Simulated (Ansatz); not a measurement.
**BF2H2N + H2O: a complex and its separated parts**

Aim: how far the complex at one end of a reaction step lies below its separated, relaxed parts, level by level.

The runs use Ansatz 0.2.0, Gaussian basis; PBE0-D4/def2-TZVP structures, single points in def2-TZVPP, no counterpoise correction.

Levels: SPW92, PBE-D4, BLYP-D4, r2SCAN-D4, B97M-V, PBE0-D4, B3LYP-D4, r2SCAN0-D4, BHLYP-D4, CAM-B3LYP-D4, wB97X-V, wB97M-V, B2PLYP, PBE-QIDH, RPA on PBE, Hartree-Fock, MP2, CCSD, CCSD(T).

Correlated methods freeze the cores. B3LYP uses VWN-RPA correlation. B2PLYP carries no dispersion term here.

94 further runs of the same task are left out: 94 set aside as unsound or not needed. Runs told in other sessions of the task aren't counted.

## (1) The system as given

The complex: 9 atoms, charge 0, spin multiplicity 1.

Atoms are counted from 1 here; the program's logs count them from 0.

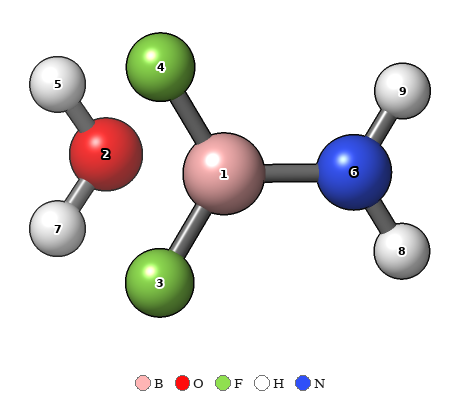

As it starts; boron pink, oxygen red, fluorine green, hydrogen white, nitrogen blue; atoms are numbered from 1 in the order of the file.

Coordinates:

```mol
BF2H4NO
  3D, bonds by distance, orders not assigned

  9  7  0  0  0  0  0  0  0  0999 V2000
   -0.6300   -0.5595   -0.0178 B   0  0
    1.0926    1.4244   -0.8167 O   0  0
   -0.1517   -1.2107   -1.0805 F   0  0
   -1.5718    0.3600   -0.2408 F   0  0
    0.3302    1.9615   -1.0475 H   0  0
   -0.2521   -0.9086    1.2744 N   0  0
    1.2788    0.9077   -1.6049 H   0  0
    0.4798   -1.5706    1.4549 H   0  0
   -0.5758   -0.4042    2.0789 H   0  0
  1  3  8  0
  1  4  8  0
  1  6  8  0
  2  5  8  0
  2  7  8  0
  6  8  8  0
  6  9  8  0
M  END
```

Its parts: BF2H2N holds atoms 1, 3, 4, 6, 8, 9; H2O holds atoms 2, 5, 7. Each part counts its atoms afresh in its own runs.

## (2) Relaxing BF2H2N alone

Contents of relax-a/in.yaml:

```yaml
crystal:
  periodic: [false, false, false]
  atoms:
    - {symbol: B, position_ang: [-0.630037, -0.559546, -0.017757]}
    - {symbol: F, position_ang: [-0.151732, -1.210682, -1.080540]}
    - {symbol: F, position_ang: [-1.571756, 0.360047, -0.240791]}
    - {symbol: N, position_ang: [-0.252074, -0.908642, 1.274396]}
    - {symbol: H, position_ang: [0.479785, -1.570643, 1.454949]}
    - {symbol: H, position_ang: [-0.575795, -0.404249, 2.078940]}
basis:
  gaussian: {orbitals: def2-TZVP}
hamiltonian: {xc: pbe0, dispersion: d4}
relax: {f_tol: 0.005, max_steps: 200}
```

On the command line:

```
$ ansatz run in.yaml --threads 4 --pin off --events-out ev --progress --plain --max-ram 9574MiB
```

After this run come: Relaxing H2O alone; SPW92/def2-TZVPP; PBE-D4/def2-TZVPP; BLYP-D4/def2-TZVPP; r2SCAN-D4/def2-TZVPP; B97M-V/def2-TZVPP; PBE0-D4/def2-TZVPP; B3LYP-D4/def2-TZVPP; r2SCAN0-D4/def2-TZVPP; BHLYP-D4/def2-TZVPP; CAM-B3LYP-D4/def2-TZVPP; wB97X-V/def2-TZVPP; wB97M-V/def2-TZVPP; B2PLYP/def2-TZVPP; PBE-QIDH/def2-TZVPP; RPA on PBE/def2-TZVPP; CCSD(T)/def2-TZVPP; Vibrations of BF2H2N; Vibrations of H2O.

**Question.** What will these runs give? Wanted: complex less parts, CCSD(T)/def2-TZVPP; with zero-point energy; largest T1 diagnostic.

The runs gave:

```
                              quantity         value
complex less parts, CCSD(T)/def2-TZVPP  -16.1 kJ/mol
                with zero-point energy  -11.5 kJ/mol
                 largest T1 diagnostic         0.011
```

In words: At CCSD(T) the complex lies 16.1 kJ/mol below its parts. Among the functionals PBE0-D4 lands nearest to CCSD(T) (-0.7 kJ/mol) and SPW92 farthest (-10.7 kJ/mol). By rung, the mean size of the error is: LDA 10.7, GGA 1.5, meta-GGA 3.2, hybrid 1.4, range-separated hybrid 2.5, double hybrid 2.1 kJ/mol. The double hybrids carry no dispersion term here, unlike the levels marked D4 or V. PBE-D4 gives a relative energy 2.0 kJ/mol too low, inside chemical accuracy (1 kcal/mol, 4.2 kJ/mol). No counterpoise was applied, and triple zeta lacks some correlation, so the CCSD(T) reference has a basis error of its own, and close matches with it are partly luck.
